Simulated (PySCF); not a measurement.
## Excited-state calculation of Ga12N13H13

Ga12N13H13, computed with TDDFT PBE/def2-SVP, vertical, gas phase, core orbitals frozen in the response (PySCF 2.14.0).

The geometry comes from this level: GFN2-xTB.

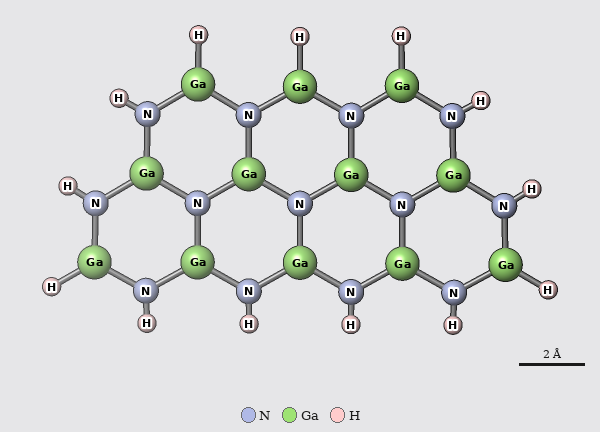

*The structure as given in the input (ball-and-stick view, seen at a tilt). Sticks mark near contacts.*

Bond lengths as drawn: Ga–H 1.55 to 1.56 Å, Ga–N 1.83 to 1.85 Å and H–N 1.01 to 1.02 Å.

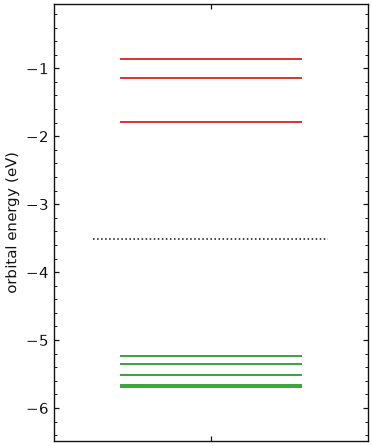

*Orbital energies near the frontier; the dotted line parts filled from empty levels, and levels within 0.02 eV of each other stand side by side.*

Highest filled −5.23 eV, lowest empty −1.79 eV, 3.44 eV apart.

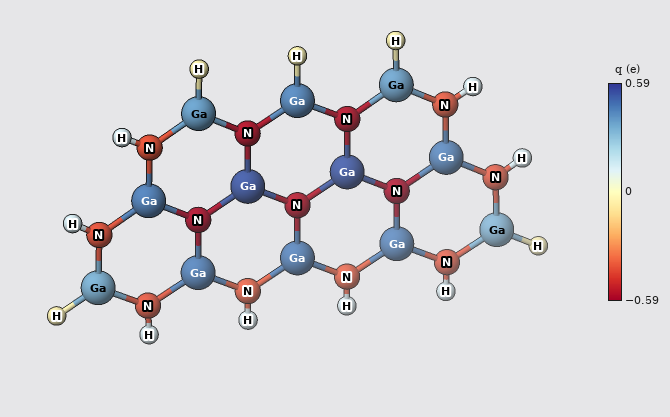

*Mulliken charges, as the colour of each atom (ball-and-stick view, seen at a tilt).*

By element: N −0.56 to −0.39, Ga +0.35 to +0.53 and H −0.05 to +0.13 e.

The input that produced these results follows, with the program's output.

Input file
```
{"job": {"kind": "uv", "basis": "def2-SVP", "grid": 1, "kgrid": 0, "vcut": null, "nstates": 6, "ntriplets": 2, "tda": false, "delta": ["ip_vertical"], "pop": true, "xc": "PBE"}, "charge": 0, "multiplicity": 1}
N     -1.606634     2.539147    -0.003095
Ga    -3.189715     3.482618    -0.001013
N     -4.766928     2.546861    -0.001652
Ga    -4.800402     0.694228     0.000955
N     -3.201667    -0.224939     0.002036
Ga    -1.603306     0.692950    -0.000486
N      4.766879     2.546683    -0.002429
Ga     3.189818     3.482826    -0.000531
N      1.606719     2.539126     0.001287
Ga     1.602694     0.692874    -0.000011
N      3.201103    -0.224908    -0.001260
Ga     4.800015     0.694166    -0.000437
N     -6.390425    -0.249508     0.002731
Ga    -6.429287    -2.084477     0.000474
N     -4.820542    -2.965454    -0.000182
Ga    -3.205409    -2.067103     0.000703
Ga     0.000060     3.434429    -0.001269
N     -0.000325    -0.217568    -0.000266
Ga    -0.000222    -2.058413     0.000969
N      1.600591    -2.965047     0.001607
Ga     3.205088    -2.067282     0.001835
N      6.390083    -0.249733    -0.000239
N      4.820078    -2.965756     0.005229
Ga     6.428834    -2.084533    -0.001244
N     -1.601085    -2.964988     0.001997
H     -3.169854     5.032208     0.000380
H     -5.657668     3.035383    -0.001717
H      5.657536     3.035316     0.001137
H      3.169468     5.032380    -0.001132
H     -7.254113     0.286734     0.002006
H     -7.768447    -2.858151    -0.001753
H     -4.788124    -3.981420     0.000575
H     -0.000060     4.997025    -0.001286
H      1.592418    -3.979582     0.004442
H      7.253678     0.286643    -0.003123
H      4.787618    -3.981716    -0.001673
H      7.767977    -2.857917    -0.004308
H     -1.592648    -3.979512    -0.001275
```

The first line tells a small driver script what to run in PySCF; the rest is the geometry in Å.

Launched with:
```bash
OMP_NUM_THREADS=2 python <driver script> task.json out
```

What the program printed
```
start: PBE on a coarse grid of 175837 points
cycle   1  E = -23809.2491343471  dE = -2.112e+00  |g| = 3.073e+00  |ddm| = 8.469e+00
cycle   2  E = -23802.1595321547  dE =  7.090e+00  |g| = 6.221e+00  |ddm| = 7.751e+00
cycle   3  E = -23810.4369399218  dE = -8.277e+00  |g| = 1.073e+00  |ddm| = 6.511e+00
cycle   4  E = -23810.7268717498  dE = -2.899e-01  |g| = 2.218e-01  |ddm| = 1.149e+00
cycle   5  E = -23810.7187627520  dE =  8.109e-03  |g| = 2.578e-01  |ddm| = 4.391e-01
cycle   6  E = -23810.7359464249  dE = -1.718e-02  |g| = 4.082e-02  |ddm| = 2.558e-01
cycle   7  E = -23810.7364114610  dE = -4.650e-04  |g| = 1.709e-02  |ddm| = 6.119e-02
cycle   8  E = -23810.7364680119  dE = -5.655e-05  |g| = 7.431e-03  |ddm| = 1.996e-02
final grid: 175837 points
cycle   9  E = -23810.7363842319  dE =  8.378e-05  |g| = 2.042e-02  |ddm| = 2.465e-02
cycle  10  E = -23810.7356153325  dE =  7.689e-04  |g| = 5.924e-02  |ddm| = 6.898e-02
cycle  11  E = -23810.7364789706  dE = -8.636e-04  |g| = 3.932e-03  |ddm| = 5.167e-02
cycle  12  E = -23810.7364932777  dE = -1.431e-05  |g| = 8.434e-04  |ddm| = 3.724e-03
cycle  13  E = -23810.7364895470  dE =  3.731e-06  |g| = 1.809e-04  |ddm| = 8.909e-04
cycle  14  E = -23810.7364968305  dE = -7.284e-06  |g| = 4.643e-05  |ddm| = 1.862e-04
converged SCF energy = -23810.7364968305

Static polarisability (au): isotropic 418.247, principal 210.401 454.096 590.244

Singlet excitations
state   eV       nm        f      main configurations
  1   3.4696    357.3   0.00000   H->L 1.00
  2   3.5807    346.3   0.00000   H-1->L 1.00
  3   3.7535    330.3   0.00000   H-2->L 1.00
  4   3.9117    317.0   0.00004   H-3->L 0.99
  5   3.9328    315.3   0.00000   H-4->L 1.00
  6   4.0616    305.3   0.00018   H-5->L 0.97

Triplet excitations (Tamm-Dancoff, eV): 3.3990 3.5115
```

Results in brief

- outcome: converged
- total energy: −23810.736497 hartree
- HOMO: −5.23 eV
- LUMO: −1.79 eV
- dipole moment: 2.07 D
- mean polarisability: 418.25 a.u.
- lowest singlet excitation: 3.47 eV
- hardware: 2 CPU threads, shared host
- wall time: 2.7 min (CPU time 4.7 min)
- peak memory: 1.6 GiB

Remarks

Spin–orbit coupling is left out, which matters for the heavy atoms. Checks after the run noted: ip_vertical: open-shell SCF did not converge.
